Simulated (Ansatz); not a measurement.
CH8OSi: several calculations on one system

## 1. Relaxation

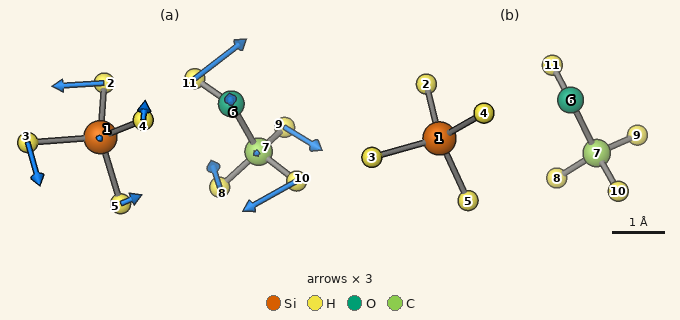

The structure of CH$_{8}$OSi before (left) and after (right) a relaxation, at one scale. The blue arrows give the displacements, 3 times their true length.

A ball-and-stick model, seen at a tilt.

The run prepares an end point of a later path (reaction) calculation, from a guessed geometry.

The calculation used RKS PBE0-D4/6-31G* (Ansatz). Set-up: no spin polarisation; force threshold 0.03 eV/Å; at most 50 steps.

### Summarise the run.

After 9 accepted moves (11 points after the start) the energy has fallen by 7.81 kJ/mol. The largest force component goes from 0.73 to 0.017 eV/Å. The line search rejected the trial steps at points 2, 6 of the run. The forces were under the threshold at step 7, but the run went on from there. H11 moves most after the best rigid fit: 0.48 Å. Largest moves by element: H 0.48 Å, O 0.12 Å, C 0.05 Å, Si 0.04 Å. Near-neighbour distances that change, for instance: O6–H11 0.984 → 0.966 Å, Si1–H2 1.473 → 1.490 Å. Cost: 50 s on 1 thread of Arm Neoverse N1, with other jobs on the host, peak memory 0.14 GiB.

## 2. Relaxation

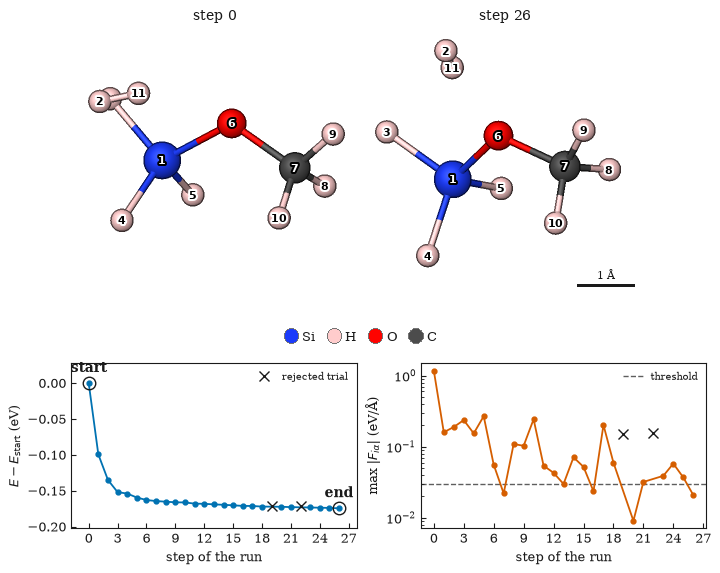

First and last geometry of a relaxation of CH8OSi, with the history of the run. A ball-and-stick model, seen from a free direction.

The run prepares an end point of a later path (reaction) calculation, from a guessed geometry.

Theory: RKS PBE0-D4/6-31G* (Ansatz).

Input
```yaml
crystal:
  periodic: [false, false, false]
  atoms:
    - { symbol: Si, position_ang: [-0.336884, -0.314849, -0.348469] }
    - { symbol: H, position_ang: [-0.155841, 0.962345, 1.988634] }
    - { symbol: H, position_ang: [0.935586, -0.637741, 0.33636] }
    - { symbol: H, position_ang: [-0.449366, 1.153994, -0.579358] }
    - { symbol: H, position_ang: [-0.372447, -0.985614, -1.684683] }
    - { symbol: O, position_ang: [-1.580639, -0.882065, 0.611849] }
    - { symbol: C, position_ang: [-2.899667, -0.874286, 0.110468] }
    - { symbol: H, position_ang: [-3.003013, -1.509149, -0.780458] }
    - { symbol: H, position_ang: [-3.560591, -1.26797, 0.887776] }
    - { symbol: H, position_ang: [-3.231141, 0.142332, -0.145492] }
    - { symbol: H, position_ang: [-0.712597, 0.533602, 2.079973] }
basis:
  gaussian: { orbitals: "6-31G*" }
hamiltonian:
  xc: pbe0
  dispersion: d4
relax:
  f_tol: 0.03
  max_steps: 50
```

Run as
```bash
ansatz run input.yaml --threads 1 --pin off --max-ram 2048MiB --backend cpu --events-out ev --progress --plain --runs-dir out
```

Question: Did the run converge, and what did it change?

Answer: It converged. The atom that moves furthest after the best rigid fit is H2 (1.83 Å). Largest moves by element: H 1.83 Å, Si 0.57 Å, O 0.49 Å, C 0.36 Å. Near-neighbour distances that change, for instance: H2–H11 0.709 → 0.745 Å, Si1–O6 1.671 → 1.660 Å. The energy falls by 0.174 eV in 24 accepted moves (26 points after the start). Largest force component: 1.2 eV/Å at the start, 0.021 eV/Å at the end. The line search rejected the trial steps at points 19, 22 of the run. The forces were under the threshold at step 7, but the run went on from there.

```tsv
step	E − E(0), eV	largest force component, eV/Å	note
0	0.0000	1.1806	
1	-0.0993	0.1602	
2	-0.1349	0.1896	
3	-0.1518	0.2373	
4	-0.1538	0.1543	
5	-0.1594	0.2692	
6	-0.1628	0.0561	
7	-0.1643	0.0221	
8	-0.1652	0.1094	
9	-0.1660	0.1032	
10	-0.1662	0.2439	
11	-0.1679	0.0542	
12	-0.1681	0.0430	
13	-0.1689	0.0300	
14	-0.1695	0.0711	
15	-0.1702	0.0522	
16	-0.1710	0.0236	
17	-0.1711	0.2026	
18	-0.1720	0.0598	
19	-0.1712	0.1533	rejected
20	-0.1722	0.0091	
21	-0.1727	0.0320	
22	-0.1717	0.1580	rejected
23	-0.1732	0.0391	
24	-0.1735	0.0580	
25	-0.1738	0.0370	
26	-0.1744	0.0210
```

Limits of the set-up: the start holds two separate molecules, 2.2 Å apart at their closest, whose relative position is a soft coordinate.

## 3. Path

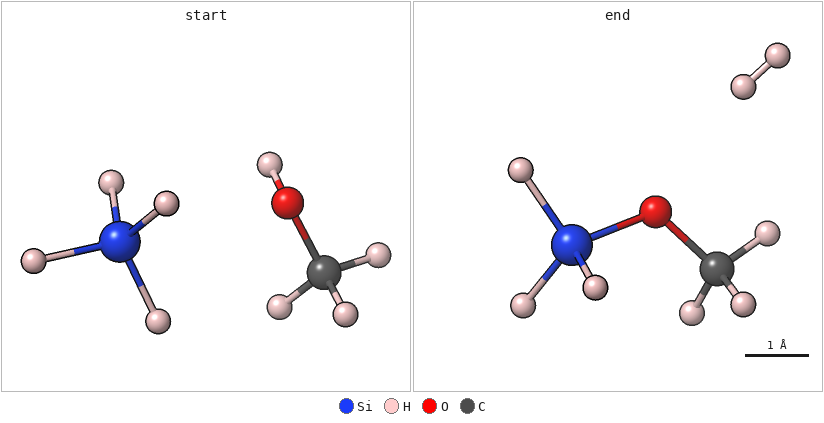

The two relaxed end points of a path for CH8OSi, made up at the start of SiH4 and CH4O. The picture is a ball-and-stick view, seen at a tilt.

Method: RKS PBE0-D4/6-31G* in Ansatz.

Set-up: 9 movable images; climbing image; force threshold 0.05 eV/Å; iteration limit 60.

Start:
```xyz
11

Si    0.4465    0.0691   -0.1160
H     0.3994   -0.2389    1.3406
H     1.8751   -0.0431   -0.5401
H    -0.0097    1.4540   -0.3907
H    -0.3306   -0.9347   -0.8908
O    -2.3629    0.2073    0.7954
C    -3.1395   -0.8452    0.2641
H    -2.6096   -1.8090    0.2772
H    -4.0986   -0.9600    0.7902
H    -3.3486   -0.5874   -0.7771
H    -2.1881    0.0083    1.7238
```

End:
```xyz
11

Si   -0.1552   -0.1734   -0.8046
H    -1.6021    0.2978    3.4389
H     1.1811   -0.1077   -0.1639
H    -0.5070    1.1518   -1.4001
H    -0.1467   -1.1834   -1.9066
O    -1.2280   -0.5995    0.3879
C    -2.5987   -0.7568    0.0924
H    -2.7663   -1.5782   -0.6185
H    -3.1210   -0.9917    1.0240
H    -3.0342    0.1626   -0.3260
H    -1.3885    0.0992    2.7531
```

What barrier does the band find between them, and by what path?

Forward barrier 155.4 kJ/mol, backward barrier 205.3 kJ/mol, with image 4 at the top; the reaction energy is −50.0 kJ/mol. Breaking: O6–H11 (0.97 → 1.14 at the top → 2.47 Å), Si1–H2 (1.49 → 1.80 at the top → 4.51 Å). Forming: H2–H11 (2.63 → 1.14 at the top → 0.75 Å), Si1–O6 (2.96 → 1.86 at the top → 1.66 Å). The band converged in 25 iterations, with a climbing image at the top.

Energies of the converged images:

```tsv
image	path (Å)	E (kJ/mol)
0	0.00	0.0
1	1.07	-0.2
2	2.14	4.5
3	3.21	56.0
4	4.28	155.4
5	5.27	-17.1
6	6.25	-48.2
7	7.24	-49.3
8	8.23	-49.7
9	9.21	-50.0
10	10.20	-50.0
```

The geometry at the top of the path:

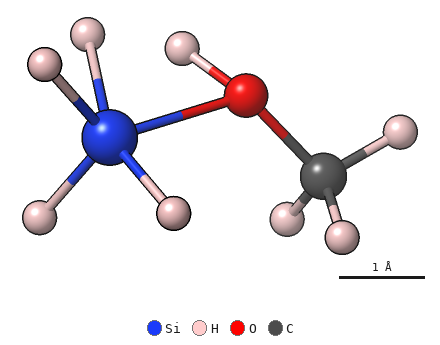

Limits of the set-up: the start holds two separate molecules, 2.6 Å apart at their closest, whose relative position is a soft coordinate.

The run took 15 min on 1 thread of Arm Neoverse N1 (shared host), peak memory 0.13 GiB.
